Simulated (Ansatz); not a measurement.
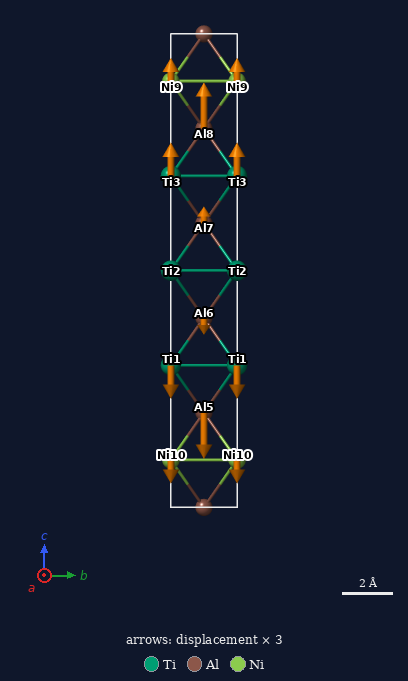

A relaxation of a crystal of Ti3Al5Ni2 (a generated structure, set up in P4/mmm) (coarse preliminary run). The starting structure is drawn; orange arrows show the displacements (the part carried along by the change of the cell is left out), 3 times their true length.

Style: ball-and-stick. Shown: the cell of the calculation, along the a axis.

Level of theory: Ansatz, DFT PBE, scalar-relativistic, plane waves, PAW. Set-up: plane-wave cutoff 420 eV; k-point mesh 6 × 6 × 1; occupations gaussian; smearing width 0.1 eV; collinear spin; cell and atoms relaxed; force threshold 0.04 eV/Å; at most 70 steps.

### Which element moves most?

Aluminium: up to 0.63 Å, against 0.46 Å for titanium.

### What happened in the run?

The largest moves relative to the cell, 0.63 Å, are those of Al atoms. Largest moves by element: Al 0.63 Å, Ti 0.46 Å, Ni 0.32 Å. The volume changes by +3.6 %, with a = b 2.701 → 2.852 Å (+5.6 %), c 19.323 → 17.952 Å (−7.1 %). Some distances before and after: Ni–Ni 3.864 → 2.950 Å, Al–Al 3.865 → 2.959 Å, Al–Ni 2.717 → 2.504 Å, Al–Al 2.701 → 2.852 Å. The space group stays P4/mmm (No. 123). After 6 accepted moves (7 points after the start) the energy has fallen by 1.617 eV per cell of the calculation. The largest force component goes from 1.9 to 0.012 eV/Å. Pressure: 6.54 GPa at the start and −0.05 GPa at the end. At 1 point the geometry stayed and the basis and grid were re-selected for the new cell (energy shift of 7.2 meV per cell of the calculation at most each time). The program noted that the starting moments weren't kept. The run took 2.1 min on 1 thread of Arm Neoverse V2, with other jobs on the host, peak memory 0.52 GiB.

Limits of the set-up: the k-point mesh is coarse for a cell with partly filled bands.
